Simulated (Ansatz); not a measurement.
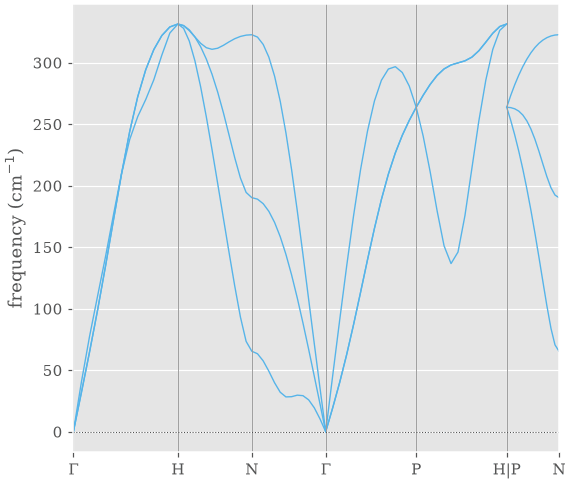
Figure: Phonon dispersion of Li (bcc (W type), Im-3m), PBEsol (plane waves, PAW; program Ansatz); imaginary frequencies are drawn negative

Problem. Is this phase dynamically stable?

Solution. Yes, on this path no branch is imaginary.

Problem. How high does the spectrum reach?

Solution. About 330 cm⁻¹ (9.9 THz).

Symmetry was held in the PBEsol relaxation. As this level gives no gap, phonon frequencies hold no LO–TO term and depend on the k-mesh and smearing (Fermi–Dirac, 0.1 eV here).

Potentials: the earlier of the program's two PAW sets. The files were generated under PBE; for other functionals the program regenerates the frozen cores, and for LDA and PBEsol the local potential too.
